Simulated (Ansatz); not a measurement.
**Fields on a plane of MgCrF6 (space group R-3)**

```xyz
8
Lattice="2.5117 1.4501 4.4001 -2.5117 1.4501 4.4001 0.0000 -2.9003 4.4001" Properties=species:S:1:pos:R:3 pbc="T T T"
Mg     0.0000     0.0000     6.6002
Cr     0.0000     0.0000     0.0000
F     -1.5949    -0.2810     7.7430
F      1.5949     0.2810     5.4573
F      0.5541     1.5218     7.7430
F     -0.5541    -1.5218     5.4573
F      1.0408    -1.2407     7.7430
F     -1.0408     1.2407     5.4573
```

The slice is a (1 -1 0 2) plane (indices of the conventional cell) through the point (0.651, 0.237, 0.872) (fractional), spanned by u = [1 0 -1] and v = [010] in vectors of this cell: u (5.02 Å) and v (5.27 Å, at 90° to u). It covers one period; positions are fractions (u, v).

Atoms on it: F at (0.00, 0.00); F at (0.72, 0.50), 0.2 Å off the plane. Other atoms lie within 1 Å of the plane.

These are r2SCAN (plane waves to 500 eV, PAW, scalar-relativistic; Ansatz, an electronic-structure program) values and carry that method's errors. k mesh 8×8×8. Near the nuclei the fields are pseudised (PAW); where an atom keeps semicore shells as valence, they peak there. MgCrF6 is run spin-polarised and with no Hubbard U. MgCrF6 was relaxed with its symmetry unable to fall. Relaxed MgCrF6 ends ferromagnetic. Other magnetic orders were not checked, so this need not be the ground state.

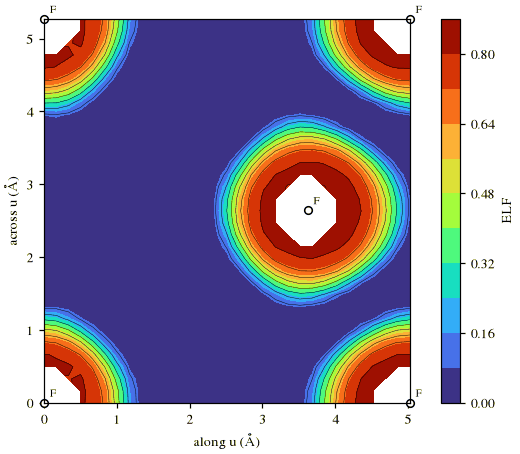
Figure. ELF of the up spins, one period of the plane, atoms marked. Points within 0.4 Å of a nucleus are left white, as the pseudised field means little there.

```tsv
v \ u	0.00	0.10	0.20	0.30	0.40	0.50	0.60	0.70	0.80	0.90
0.88	0.2	-0.2	-1.0	-1.4	-1.4	-1.6	-2.0	-1.9	-1.1	-0.3
0.75	-1.3	-1.5	-1.6	-1.5	-1.4	-1.5	-1.5	-1.3	-1.4	-1.4
0.62	-1.8	-2.1	-1.9	-1.6	-1.6	-1.2	-0.4	0.1	-0.2	-1.0
0.50	-1.6	-2.1	-2.0	-1.8	-1.6	-0.9	0.2	1.1	0.7	-0.5
0.38	-1.8	-2.0	-1.6	-1.5	-1.5	-1.2	-0.4	0.1	-0.2	-1.0
0.25	-1.3	-1.4	-1.5	-1.4	-1.5	-1.6	-1.5	-1.4	-1.4	-1.4
0.12	0.2	-0.2	-1.0	-1.5	-1.7	-1.8	-2.1	-1.9	-1.1	-0.3
0.00	1.1	0.6	-0.6	-1.5	-1.7	-1.9	-2.2	-1.7	-0.7	0.6
```

Values: log₁₀ of the valence density in e/Å³. The scale is logarithmic, as a density can span decades between atoms and voids.
